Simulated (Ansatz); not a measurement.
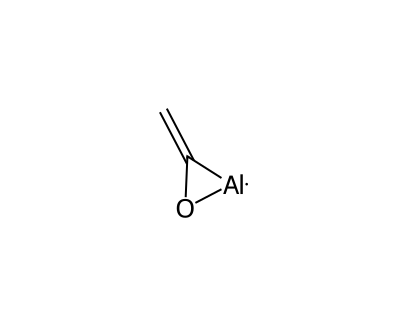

State: neutral, doublet.

**Transcribe the drawing into SMILES.**

C=[C]1[O][Al]1

**Give the formula, hydrogens included.**

C2H2AlO.

**An optimisation with PBE0-D4/def2-TZVP gave a structure of which point group?**

Cs.

More results for the same structure follow; atom numbers are the same in all pictures, views and colours differ. The computed structure is the end point of a PBE0-D4/def2-TZVP optimisation. No frequency run is at hand to confirm it as a minimum.

## Geometry

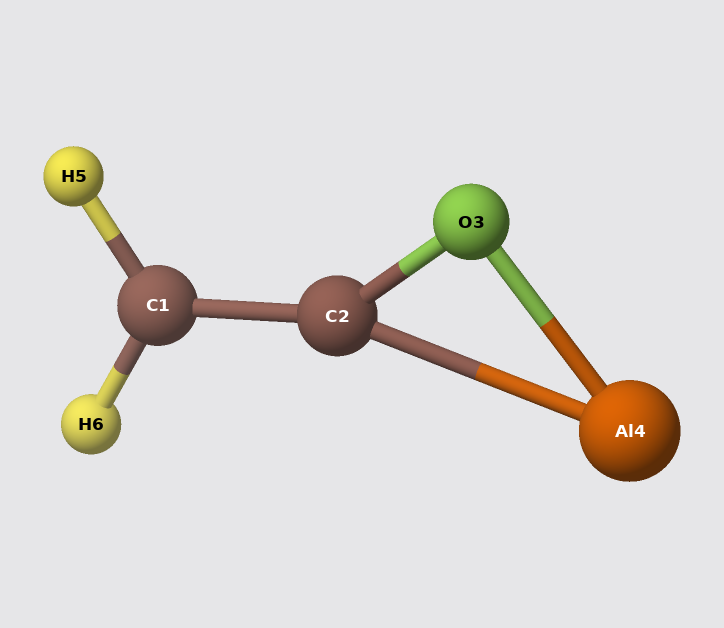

No frequency run is at hand to confirm it as a minimum.

Give these bond angles: C2–C1–H5, C2–C1–H6, H5–C1–H6, C1–C2–O3, C1–C2–Al4, O3–C2–Al4, C2–O3–Al4, C2–Al4–O3.

```
    angle  degrees
 C2–C1–H5    120.3
 C2–C1–H6    120.8
 H5–C1–H6    118.9
 C1–C2–O3    143.4
C1–C2–Al4    160.4
O3–C2–Al4     56.2
C2–O3–Al4     88.2
C2–Al4–O3     35.6
```

## Electronic properties

No frequency run is at hand to confirm it as a minimum. Properties computed with UKS PBE0-D4/def2-TZVPP (Ansatz 0.2.0).

**Give the HOMO energy (Kohn–Sham orbital) at this level.**

−6.44 eV.

**What is the ⟨S²⟩ of the determinant?**

0.764.

## Charges

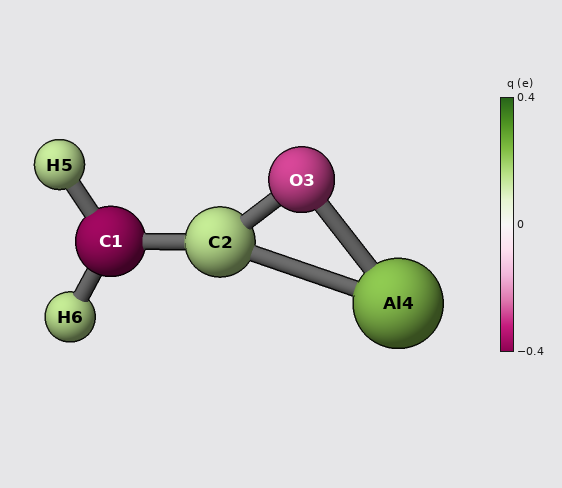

Atoms are coloured by their Mulliken charges. No frequency run is at hand to confirm it as a minimum. Level of theory: UKS PBE0-D4/def2-TZVP (Ansatz 0.2.0).

Give the Mulliken charges atom by atom.

```
atom  value (e)
  C1      −0.38
  C2       0.15
  O3      −0.28
 Al4       0.22
  H5       0.14
  H6       0.15
```

## Dipole moment

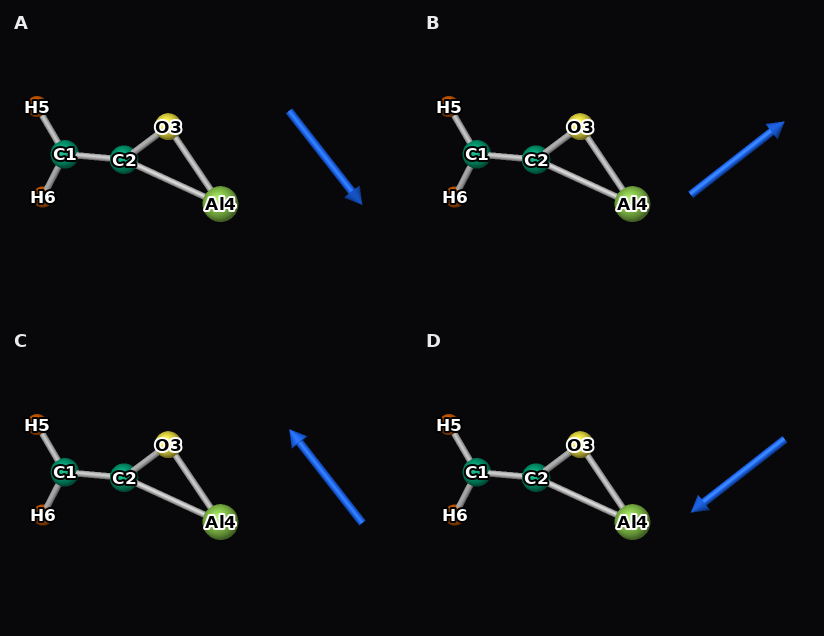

The same molecule four times, each with an arrow. No frequency run is at hand to confirm it as a minimum. Method: UKS PBE0-D4/def2-TZVP (Ansatz 0.2.0).

**Which arrow points along the dipole moment, from the negative to the positive end?**

A. The dipole moment is 0.65 D; it points from the side of H5 to the side of Al4 (the outermost atoms at the two ends).

Mulliken values depend strongly on the basis set and can even reverse the polarity of a bond.
